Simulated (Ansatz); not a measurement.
A series of calculations on Cl

Part 1: Relaxation

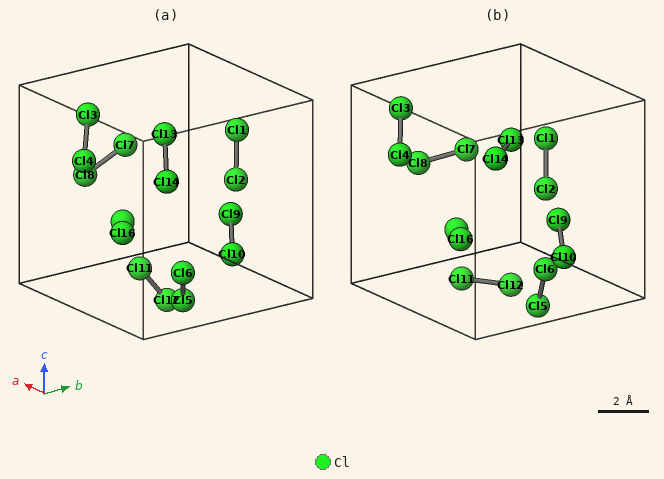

The structure of an amorphous cell of composition Cl before (left) and after (right) a relaxation, at one scale.

The picture is a ball-and-stick view of the cell of the calculation, seen from a free direction.

The cell holds 8 Cl2. The run prepares the start of a later molecular dynamics calculation, from a guessed geometry.

Computed with Ansatz 0.2.0, DFT PBE-D3(BJ), scalar-relativistic, plane waves, PAW. Set-up: plane-wave cutoff 420 eV; k-point mesh 1 × 1 × 1; occupations fermi dirac; smearing width 0.05 eV; no spin polarisation; atoms relaxed in a fixed cell; force threshold 0.3 eV/Å; at most 15 steps.

Describe what moved and what it gained.

A Cl atom moves most: 1.38 Å along [−3 2 1]. The cell stays as it was. Some distances before and after: Cl–Cl 2.015 → 2.048 Å, Cl–Cl 2.015 → 2.024 Å. Over 12 accepted moves (13 points after the start) the energy falls by 108 meV per atom. The largest force component goes from 0.5 to 0.17 eV/Å. 1 step only repeated the SCF at the same geometry. The forces were under the threshold at step 1, but the run went on from there. Cost: 19 s on 1 thread of Intel(R) Xeon(R) 6975P-C (Granite Rapids), with other jobs on the host, peak memory 0.53 GiB.

Limits of the set-up: the program's low-accuracy preset was used; the periodic images lie only 8.4 Å apart, so the values are limited by the cell's size.

Part 2: Dynamics

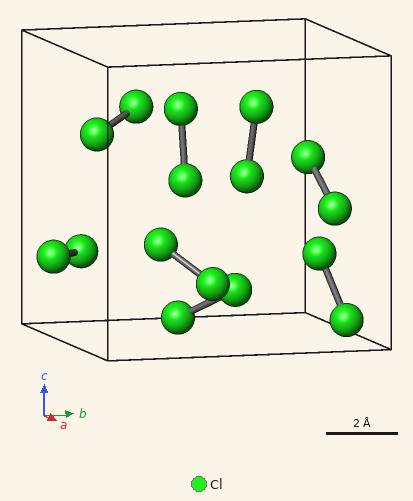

Starting frame of a dynamics run of a periodic cell with 8 Cl2 at 1.57 g/cm³. A ball-and-stick model of the simulation cell, seen slightly off an axis.

Computed with DFT PBE-D3(BJ), scalar-relativistic, plane waves, PAW in Ansatz.

The input:
```yaml
accuracy: low
crystal:
  lattice:
    - [8.434327, 0.0, 0.0]
    - [0.0, 8.434327, 0.0]
    - [0.0, 0.0, 8.434327]
  atoms:
    - { symbol: Cl, position: [0.39133251, 0.70359779, 0.75753691] }
    - { symbol: Cl, position: [0.35984509, 0.67979892, 0.51796886] }
    - { symbol: Cl, position: [0.96089072, 0.26461062, 0.83918093] }
    - { symbol: Cl, position: [0.98148414, 0.27407776, 0.59785955] }
    - { symbol: Cl, position: [0.17134712, 0.49384997, 0.02032524] }
    - { symbol: Cl, position: [0.3226306, 0.64963005, 0.12792328] }
    - { symbol: Cl, position: [0.43488473, 0.26677768, 0.78036494] }
    - { symbol: Cl, position: [0.57557036, 0.08549492, 0.71020862] }
    - { symbol: Cl, position: [0.53525661, 0.88240596, 0.26916121] }
    - { symbol: Cl, position: [0.59638119, 0.95954625, 0.04768303] }
    - { symbol: Cl, position: [0.18070844, 0.0520301, 0.24578611] }
    - { symbol: Cl, position: [-0.00472329, 0.20596991, 0.23497556] }
    - { symbol: Cl, position: [0.76499318, 0.77280747, 0.63063803] }
    - { symbol: Cl, position: [0.94380083, 0.81282802, 0.47644192] }
    - { symbol: Cl, position: [0.57650681, 0.31073766, 0.32683279] }
    - { symbol: Cl, position: [0.72963276, 0.44756469, 0.20660492] }
basis:
  ecutwfc: 420.0
kpoints:
  mp_grid: { grid: [1, 1, 1] }
hamiltonian:
  xc: pbe
  dispersion: d3bj
scf:
  occupations: { method: fermi_dirac, width: 0.05 }
  lower_state_search: "off"
md:
  timestep: 2
  n_steps: 300
  ensemble: nvt_langevin
  temperature: 1500.0
  initial_velocities: maxwell_boltzmann
  seed: 936881
  friction: 0.02
```

Run as
```bash
ansatz run input.yaml --threads 1 --pin off --max-ram 3072MiB --backend cpu --events-out ev --progress --plain --runs-dir out
```

### Predict how the run goes.

Over the second half the temperature averages 1384 K (spread ±242 K). The potential energy in the second half lies on average 107 meV per atom above the first frame. Root-mean-square distances from the starting positions over the second half, with the common drift of all atoms taken out: Cl 1.09 Å. The molecules turn and drift from their places. Bond changes: 2 Cl–Cl bonds form between 82 fs and 220 fs; 2 Cl–Cl bonds break between 210 fs and 324 fs.

Along the run (each row but the first and the last is the mean over the interval that it begins):

| time (fs) | potential energy (meV/atom) | T (K) |
| --- | --- | --- |
| 0.0 | 0.0 | 1406 |
| 100.0 | 129.1 | 1583 |
| 200.0 | 111.8 | 1688 |
| 300.0 | 96.1 | 1479 |
| 400.0 | 124.6 | 1446 |
| 500.0 | 100.3 | 1233 |
| 600.0 | 66.1 | 1138 |

The paths of the atoms:

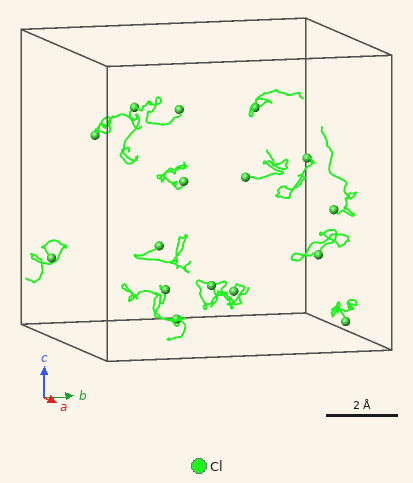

Limits of the set-up: the program's low-accuracy preset was used; the periodic images lie only 8.4 Å apart, so the values are limited by the cell's size.

Part 3: Dynamics

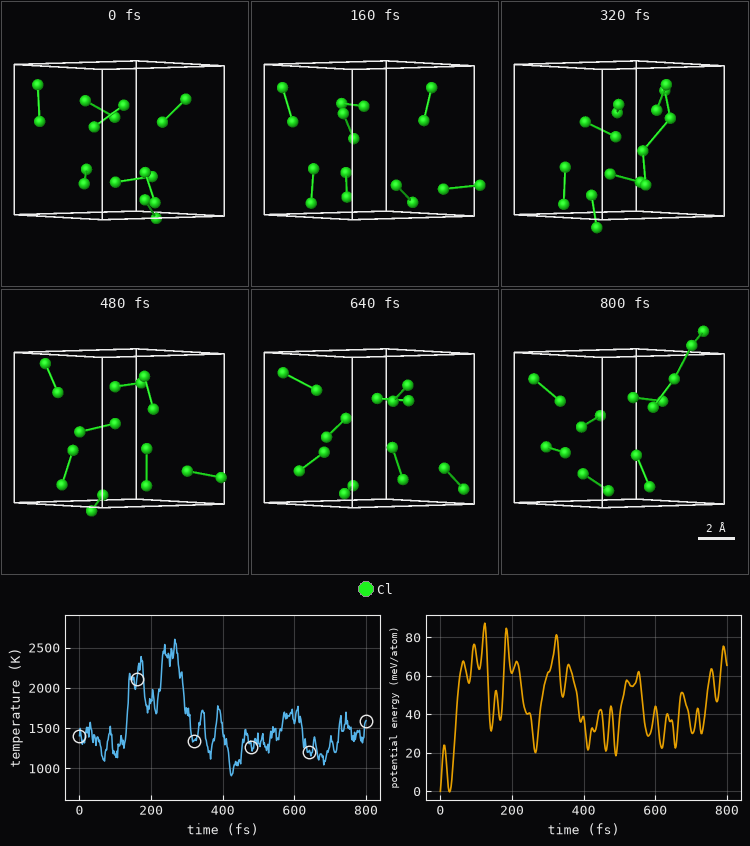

First-principles dynamics of a periodic cell with 8 Cl2 at 1.57 g/cm³, 800 fs long. It starts from the last geometry of an earlier run, with fresh velocities. Frames and the history of the run. Style: ball-and-stick. Shown: the simulation cell, from a free direction. Atoms that leave the cell re-enter on the other side.

The calculation used Ansatz 0.2.0, DFT PBE-D3(BJ), scalar-relativistic, plane waves, PAW. Set-up: plane-wave cutoff 420 eV; k-point mesh 1 × 1 × 1; Fermi-Dirac smearing 0.05 eV; low-accuracy preset; Langevin thermostat (NVT); set temperature 1500 K; time step 2 fs; friction 0.005 per fs.

### What do the frames and curves show?

Root-mean-square distances from the starting positions over the second half, with the common drift of all atoms taken out: Cl 2.13 Å. The molecules turn and drift from their places. The mean temperature in the second half is 1361 K (standard deviation 184 K). The potential energy in the second half lies on average 41.3 meV per atom above the first frame.

Limits of the set-up: the program's low-accuracy preset was used; the periodic images lie only 8.4 Å apart, so the values are limited by the cell's size.

Cost: 9.3 min on 1 thread of Intel(R) Xeon(R) 6975P-C (Granite Rapids), with other jobs on the host, peak memory 0.55 GiB.
